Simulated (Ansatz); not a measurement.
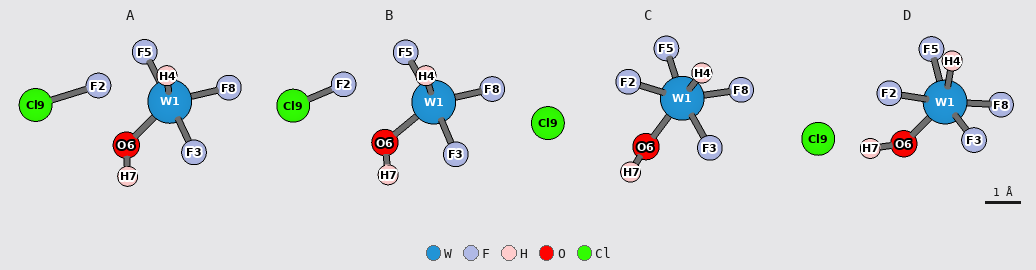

4 geometries from one relaxation of WH₂OClF₄ (multiplicity 2), in shuffled order. A ball-and-stick model, seen at a tilt.

The run prepares an end point of a later path (reaction) calculation, from a guessed geometry.

Level of theory: UKS PBE/def2-SVP in Ansatz 0.2.0. Settings: collinear spin; force threshold 0.03 eV/Å; at most 50 steps.

> Order the frames from highest to lowest energy.

B, A, C, D. They are steps 0, 6, 12, 23, at +263.0 kJ/mol, +200.2 kJ/mol, +37.4 kJ/mol relative to the last. Over 23 geometry steps the energy falls by 263.0 kJ/mol. Largest force component: 2.1 eV/Å at the start, 0.028 eV/Å at the end. The largest move after the best rigid fit is that of H7, 1.28 Å. Largest moves by element: H 1.28 Å, Cl 1.02 Å, F 0.86 Å, W 0.27 Å, O 0.09 Å. Some distances before and after: H7–Cl9 3.646 → 1.886 Å, W1–F2 3.052 → 1.984 Å, F2–Cl9 1.596 → 2.457 Å, W1–F3 1.923 → 1.860 Å. New bonds form, among them: W1–F2 (3.05 → 1.98 Å). Bonds break, among them: F2–Cl9 (1.60 → 2.46 Å). Bond angles that change, for instance: H4–W1–O6 113.8° → 144.0°, O6–W1–F8 134.6° → 108.8°, F3–W1–O6 84.4° → 100.3°. Groups turn about W1–O6 by about 95°.

Limits of the set-up: the start holds two separate molecules, 2.4 Å apart at their closest, whose relative position is a soft coordinate and is computed without a dispersion correction.
